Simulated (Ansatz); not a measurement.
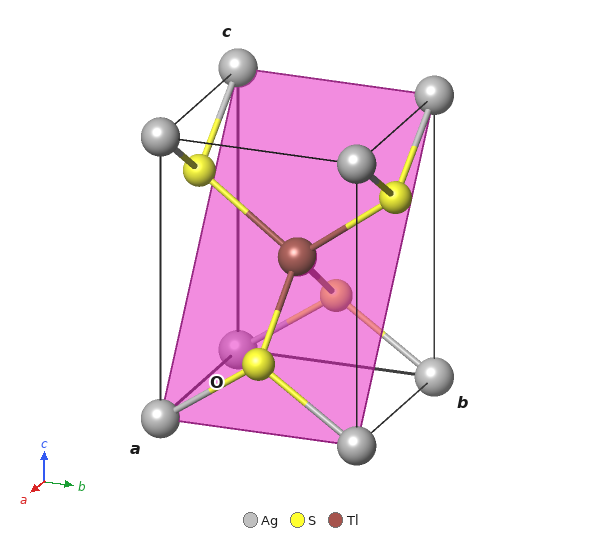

Crystal: TlAgS2, the end point of a relaxation with DFT, PBE, plane waves, PAW (Ansatz); the starting structure was generated, so it need not be a known form of this composition. Every member of one family of equally spaced planes, hx + ky + lz = a whole number, that cuts the unit cell is shaded (one member passes through the origin O, touching the cell only at an edge or corner). Symmetry computed with spglib at a tolerance of 0.002 Å; standard conventional cell.

a = 4.203 Å, b = 4.203 Å, c = 5.993 Å, α = 90.00°, β = 90.00°, γ = 90.00°.

> Index the planes.

(1 0 1); the opposite sign names the same planes. The member next to the origin meets the axes a at 1, b never, c at 1.

> What is the spacing?

d = 3.441 Å.

> Which atoms of the cell lie in these planes (within 0.03 Å)?

The Ag atom, the Tl atom.
